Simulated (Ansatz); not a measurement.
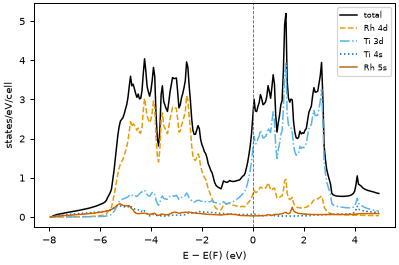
Figure. Total and projected density of states of TiRh (L1₀ or tetragonal B2, P4/mmm), DFT-r²SCAN in the program Ansatz with PAW potentials

Question: Which orbitals carry the states next to the Fermi level?

Answer: Within 0.5 eV of the Fermi level: Ti 3d 67 %, Rh 4d 24 %. Projections are on Löwdin-orthogonalised atomic valence shells; empty p or d shells of many metals are not among them.

Question: Where is the tallest occupied peak in this window, and what makes it?

Answer: Near -4.2 eV, about 4.0 states/eV per cell; the largest projected share is Rh 4d.

The first step of the workflow began from a Materials Project structure, measured or hypothetical; the Crystallography Open Database files this formula in space group No. 123, but the cells were not matched. Its standing as an ambient phase is unchecked. The cell was relaxed with r²SCAN under the symmetry of its start; whether a distortion lowers the energy is not shown. The run is not spin-polarised. Spin–orbit coupling is left out wherever it is not named.

Potentials: the later of the program's two PAW sets.
